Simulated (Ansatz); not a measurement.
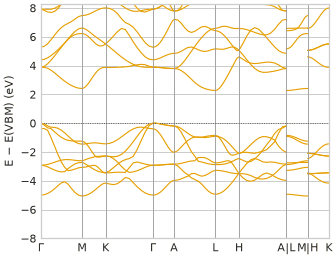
Figure. Band structure from plane-wave PAW r²SCAN (Ansatz code)

Q: Read off the gap and where the band edges lie.

A: About 2.3 eV (2.27 eV by a search for the band edges); maximum at Γ, minimum at L.

Q: Which of these materials gives this?
(A) BiTeBr, P3m1 (Bi on 1a, Te on 1b, Br on 1c)
(B) Li2HfN2, P-3m1 (Li on 2d, Hf on 1a, N on 2d)
(C) MnBr2, CdI2 type
(D) MgZn2O3, P-3m1 (Mg on 1a, Zn on 2d, O on 2d, O on 1b)

A: B, Li2HfN2, P-3m1 (Li on 2d, Hf on 1a, N on 2d)

The first step of the workflow began from a Materials Project structure, measured or hypothetical; the Crystallography Open Database copy checked does not list it. Whether it is the stable phase at ambient conditions was not checked. The cell was relaxed with r²SCAN under the symmetry of its start; whether a distortion lowers the energy is not shown. No spin polarisation was allowed. Spin–orbit coupling is left out wherever it is not named.

Potentials: the later of the program's two PAW sets.
